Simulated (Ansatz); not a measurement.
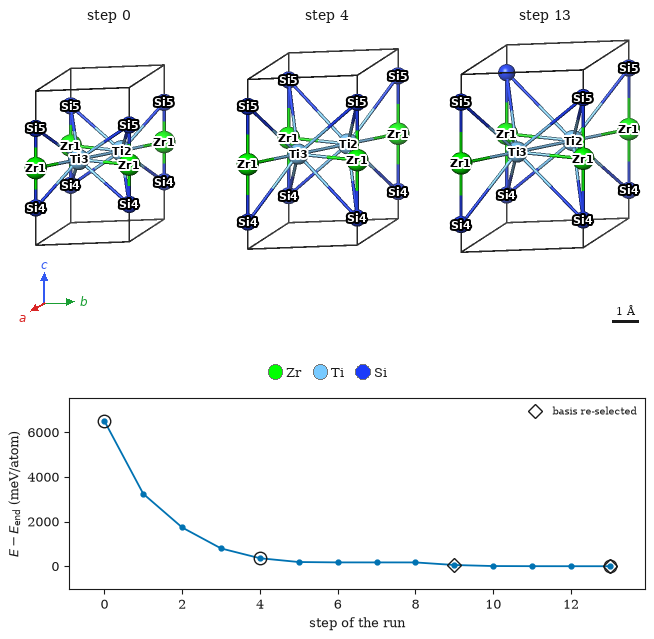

Frames of a relaxation of a crystal of ZrTi2Si2 (a generated structure, set up in P6/mmm) (coarse preliminary run), marked on the history of the run. A ball-and-stick model of the cell of the calculation, seen slightly off an axis.

Method: DFT PBE, scalar-relativistic, plane waves, PAW (Ansatz).

Input
```yaml
crystal:
  lattice:
    - [3.69407687, 0.0, 0.0]
    - [-1.84703844, 3.19916441, 0.0]
    - [0.0, 0.0, 6.24107063]
  atoms:
    - { symbol: Zr, position: [0.0, 0.0, 0.5] }
    - { symbol: Ti, position: [0.33333333, 0.66666667, 0.5] }
    - { symbol: Ti, position: [0.66666667, 0.33333333, 0.5] }
    - { symbol: Si, position: [0.0, 0.0, 0.24246507] }
    - { symbol: Si, position: [0.0, 0.0, 0.75753493] }
basis:
  ecutwfc: 420
kpoints:
  mp_grid: { grid: [6, 6, 4] }
hamiltonian:
  xc: pbe
scf:
  occupations: { method: gaussian, width: 0.1 }
  lower_state_search: "off"
output:
  forces: true
  stress: true
  eigenvalues: true
relax:
  adjacent_minimum: "off"
  f_tol: 0.04
  max_steps: 70
  cell: { stress_tol: 0.4 }
```

Command:
```bash
ansatz run input.yaml --threads 1 --pin off --max-ram 2560MiB --backend cpu --events-out ev --progress --plain --runs-dir out
```

Question: Describe the path.

Answer: The largest moves relative to the cell, 0.62 Å, are those of Si4 and Si5. Si4 goes along −c. Ti and Zr stay in place. The drawn cell changes as follows: a = b 3.694 → 4.829 Å (+30.7 %), c 6.241 → 7.193 Å (+15.3 %); the volume changes by +97.0 %. Some distances before and after: Ti2–Si4 2.671 → 3.728 Å, Zr1–Si4 1.607 → 2.475 Å, Si4–Si5 3.026 → 2.243 Å, Ti2–Ti3 2.133 → 2.788 Å. New bonds form: Si4–Si5 (3.03 → 2.24 Å). The space group stays P6/mmm (No. 191). After 11 accepted moves (13 points after the start) the energy has fallen by 6509 meV per atom. The largest force component goes from 42 to 0.0016 eV/Å. Pressure: 173.62 GPa at the start and 0.00 GPa at the end. The SCF was repeated twice at an unchanged geometry on a basis and grid sized afresh for the cell, which shifted the energy by 116 meV per atom at most. The run took 63 s on 1 thread of Arm Neoverse V1 (shared host), peak memory 0.44 GiB. From step 0 to 4: Si atoms move most (0.57 Å), volume +50.9 %, energy −6151 meV per atom. From step 4 to 13: Si atoms move most (0.02 Å), volume +30.5 %, energy −358 meV per atom.
